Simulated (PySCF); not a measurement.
# BH3 (SMILES B): levels of theory compared

We compute a comparison of 5 runs (HF/STO-3G, wB97X/STO-3G, B3LYP/6-31G*, r2SCAN/6-31+G*, CCSD/aug-cc-pVDZ) of BH3. Input form: a Python script.

The calculation is run with PySCF 2.14.0.

### 1 The molecule

The species is BH3 (4 atoms), meant as a singlet with charge 0. SMILES: `B`. The coordinates come from a PBE0-D4/def2-TZVP relaxation.

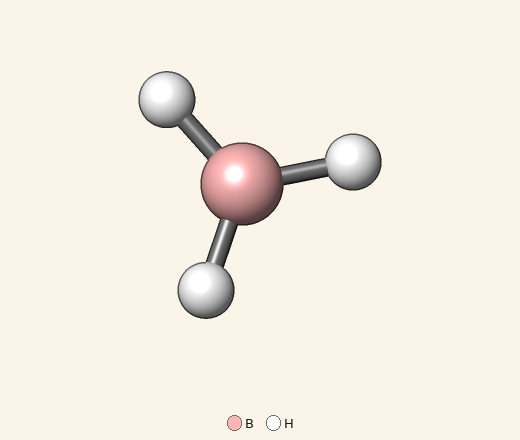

The structure, seen from a chosen angle (boron pink, hydrogen white).

### 2 Energy and forces at HF/STO-3G (run 1)

File geometry.xyz:

```xyz
4

B      0.013900    -0.015100    -0.005100
H      0.982200     0.381700     0.568800
H     -0.276200    -1.171800     0.043000
H     -0.664400     0.744900    -0.626900
```

File input.py:

```python
# B
import pyscf.grad
from pyscf import gto, scf

mol = gto.M(
    atom='geometry.xyz',
    spin=0,
    basis='sto-3g',
    max_memory=1860,
    verbose=4,
)

mf = scf.RHF(mol)
mf.conv_tol = 1e-10
mf.kernel()
if not mf.converged:
    mf = mf.newton().run(mf.mo_coeff, mf.mo_occ)

e_final = mf.e_tot
print('Final energy', e_final)
grad = mf.Gradients().kernel()
dip = mf.dip_moment()
pop, q = mf.mulliken_pop()
```

Run with:

```sh
$ OMP_NUM_THREADS=1 python input.py
```

The program printed:

```text
PySCF version 2.14.0

[... 50 lines left out ...]
converged SCF energy = -26.0685875432928
Final energy -26.0685875432928
[... 1 line left out ...]
******** <class 'pyscf.grad.rhf.Gradients'> for <class 'pyscf.scf.hf.RHF'> ********
unit = Eh/Bohr
--------------- RHF gradients ---------------
         x                y                z
0 B     0.0000008999     0.0000006983    -0.0000317877
1 H     0.0176526615     0.0072445414     0.0104692614
2 H    -0.0052965970    -0.0210960294     0.0008823607
3 H    -0.0123569644     0.0138507897    -0.0113198343
----------------------------------------------
Dipole moment(X, Y, Z, Debye):  0.00012, -0.00009, -0.00019
 ** Mulliken pop  **
pop of  0 B 1s            1.99116
pop of  0 B 2s            1.02400
pop of  0 B 2px           0.62249
pop of  0 B 2py           0.87075
pop of  0 B 2pz           0.30175
pop of  1 H 1s            1.06329
pop of  2 H 1s            1.06328
pop of  3 H 1s            1.06328
 ** Mulliken atomic charges  **
charge of    0B =      0.18985
charge of    1H =     -0.06329
charge of    2H =     -0.06328
charge of    3H =     -0.06328
```

Wall time 1.4 s (1 thread of Intel Xeon at 2.50GHz (Skylake/Cascade Lake), shared host); peak memory 0.12 GiB.

### 3 Energy and gradient at wB97X/STO-3G (run 2)

File calc.py:

```python
import pyscf.grad
from pyscf import gto, dft

molecule = gto.M(
    atom='B 0.013900 -0.015100 -0.005100; H 0.982200 0.381700 0.568800; H -0.276200 -1.171800 0.043000; H -0.664400 0.744900 -0.626900',
    basis='sto-3g',
    verbose=3,
    max_memory=1860,
)

calc0 = dft.RKS(molecule, xc='wb97x')
calc0.conv_tol = 1e-10
calc0.grids.level = 5
calc0.kernel()
if not calc0.converged:
    calc0 = calc0.newton().run(calc0.mo_coeff, calc0.mo_occ)

etot = calc0.e_tot
print('Final energy', etot)
grad = calc0.Gradients().kernel()
calc0.analyze()
```

Run with:

```sh
$ OMP_NUM_THREADS=1 python calc.py
```

The program printed:

```text
converged SCF energy = -26.2785186836361
Final energy -26.278518683636143
--------------- RKS gradients ---------------
         x                y                z
0 B     0.0000008608     0.0000022824    -0.0000255702
1 H     0.0099817154     0.0040999183     0.0059222004
2 H    -0.0029976148    -0.0119316622     0.0005007355
3 H    -0.0069835647     0.0078293083    -0.0063945777
----------------------------------------------
**** MO energy ****
MO #1   energy= -6.662437272674    occ= 2
MO #2   energy= -0.594136778165668 occ= 2
MO #3   energy= -0.419362128533686 occ= 2
MO #4   energy= -0.419352587333243 occ= 2
MO #5   energy= 0.144491987684889  occ= 0
MO #6   energy= 0.563366428093478  occ= 0
MO #7   energy= 0.618323901341215  occ= 0
MO #8   energy= 0.618352868271112  occ= 0
 ** Mulliken atomic charges  **
charge of    0B =      0.11048
charge of    1H =     -0.03683
charge of    2H =     -0.03683
charge of    3H =     -0.03683
Dipole moment(X, Y, Z, Debye):  0.00011, -0.00007, -0.00017
```

It took 4.2 s on 1 thread of Intel Xeon at 2.50GHz (Skylake/Cascade Lake), shared host; peak memory 0.19 GiB.

Runs 3 to 4 aren't shown in full; the table further down has their settings and results.

### 4 A single-point energy at CCSD/aug-cc-pVDZ (run 5)

File calc.py:

```python
# B
from pyscf import gto, cc

mol = gto.M(
    atom=[
    ('B', (0.013900, -0.015100, -0.005100)),
    ('H', (0.982200, 0.381700, 0.568800)),
    ('H', (-0.276200, -1.171800, 0.043000)),
    ('H', (-0.664400, 0.744900, -0.626900)),
],
    verbose=4,
    basis='aug-cc-pvdz',
    max_memory=1860,
    spin=0,
)

hf = mol.RHF()
hf.conv_tol = 1e-10
hf.kernel()
if not hf.converged:
    hf = hf.newton().run(hf.mo_coeff, hf.mo_occ)

mycc = cc.CCSD(hf, frozen=1)
mycc.kernel()
energy = mycc.e_tot
print('E(%s) = %.9f' % ('CCSD', energy))
hf.analyze()
```

Run with:

```sh
$ OMP_NUM_THREADS=1 python calc.py
```

The program printed:

```text
PySCF version 2.14.0

[... 77 lines left out ...]
CCSD converged
[... 11 lines left out ...]
MO #1   energy= -7.62067243661719  occ= 2
[... 6 lines left out ...]
MO #8   energy= 0.0542261313789358 occ= 0
[... 6 lines left out ...]
MO #15  energy= 0.249826286758057  occ= 0
[... 6 lines left out ...]
MO #22  energy= 0.44434527669684   occ= 0
[... 6 lines left out ...]
MO #29  energy= 0.589429733982061  occ= 0
[... 6 lines left out ...]
MO #36  energy= 1.11922047177727   occ= 0
[... 6 lines left out ...]
MO #43  energy= 2.00023261686722   occ= 0
[... 6 lines left out ...]
MO #50  energy= 2.6439380962567    occ= 0
[... 57 lines left out ...]
Dipole moment(X, Y, Z, Debye):  0.00007, -0.00003, -0.00017
```

Wall time 2.8 s (1 thread of Intel Xeon at 2.50GHz (Skylake/Cascade Lake), shared host); peak memory 0.15 GiB.

### 5 Overview of the runs

| run | level | integration grid | task | energy (Eh) | dipole moment (D) of the reference | HOMO energy (eV) | LUMO energy (eV) | wall time |
| --- | --- | --- | --- | --- | --- | --- | --- | --- |
| 1 | HF/STO-3G | – | gradient | -26.068588 | 0.00 | -12.56 | 6.52 | 1.4 s |
| 2 | wB97X/STO-3G | 5 | gradient | -26.278519 | 0.00 | -11.41 | 3.93 | 4.2 s |
| 3 | B3LYP/6-31G* (spherical functions) | 5 | gradient | -26.612408 | 0.00 | -9.57 | -1.78 | 4.2 s |
| 4 | r2SCAN/6-31+G* (spherical functions) | 5 | gradient | -26.575498 | 0.00 | -8.82 | -2.44 | 6.3 s |
| 5 | CCSD/aug-cc-pVDZ | – | energy | -26.510770 | 0.00 | -13.51 | 0.88 | 2.8 s |

### 6 Outcome

| quantity | value |
| --- | --- |
| run 5: total energy | -26.51077 Eh |
| run 5: dipole moment (Hartree–Fock density) | 0.00 D |
| run 5: HOMO energy (Hartree–Fock orbitals) | -13.51 eV |
| run 5: LUMO energy (Hartree–Fock orbitals) | 0.88 eV |
| run 5: HOMO–LUMO gap (Hartree–Fock orbitals) | 14.39 eV |
| run 5: correlation energy (1 core orbital frozen) | -119.5 mEh |
| run 5: T1 diagnostic | 0.005 |

Over runs 1, 2, 3, 4 the HOMO–LUMO gap runs from 6.37 eV (r2SCAN/6-31+G*) to 19.08 eV (HF/STO-3G). The two ends differ in method and basis. Totals of different functionals can't be ranked against each other. In runs 1, 2 the basis is minimal, so the values are rough. All runs together took 19 s, the longest 6.3 s.
